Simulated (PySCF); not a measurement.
C$_{5}$H$_{6}$N$_{2}$Si (SMILES CC#C/C=N/[SiH2]C#N)

Input

```
{"job": {"kind": "nmr", "xc": "PBE0", "basis": "pcSseg-1"}, "charge": 0, "multiplicity": 1}
C     -3.183402    -1.684116     0.786157
C     -2.063129    -0.870841     0.389990
C     -1.129241    -0.188449     0.048651
C     -0.037554     0.610222    -0.346805
N      0.980857     0.751921     0.382800
Si     2.459261     1.597204     0.276435
C      3.715403     0.218267     0.393680
N      4.513545    -0.600128     0.457997
H     -3.351483    -2.466739     0.046526
H     -2.990575    -2.143459     1.754669
H     -4.080841    -1.069354     0.854353
H     -0.157826     1.090570    -1.328892
H      2.798524     2.342922    -0.943823
H      2.525783     2.411507     1.486120
```

Launched as:

```sh
OMP_NUM_THREADS=1 python probes_run.py task.json out
```

Geometry: GFN2-xTB.

Level of theory: PBE0/pcSseg-1, SCF density, gas phase, non-relativistic in PySCF.

Predict the electron density and electron localisation function between the atoms.

C–C (1.21 Å): ρ at the midpoint is about 2.7 e/Å³; the ELF peaks at about 0.85 between the atoms (a short, multiple covalent bond).
Si–N (1.71 Å): the density is about 1.1 e/Å³ at the midpoint; the ELF peaks at about 0.90 between the atoms: a shared but strongly polarised pair.
C–H (1.09 Å): ρ at the midpoint is about 2 e/Å³; the ELF climbs to about 1 towards the hydrogen, as it does in any bond to H; an ordinary covalent bond to hydrogen.
C–N (1.26 Å): the density is about 2.8 e/Å³ at the midpoint; the ELF peaks at about 0.90 between the atoms (a multiple bond).

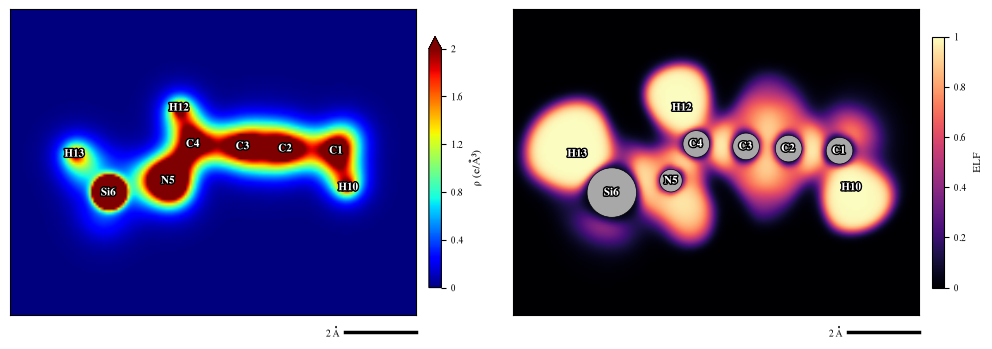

Computed electron density and electron localisation function on the plane of atoms C2, C1 and H10, in this order. Grey discs cover the atomic cores in the ELF map. 
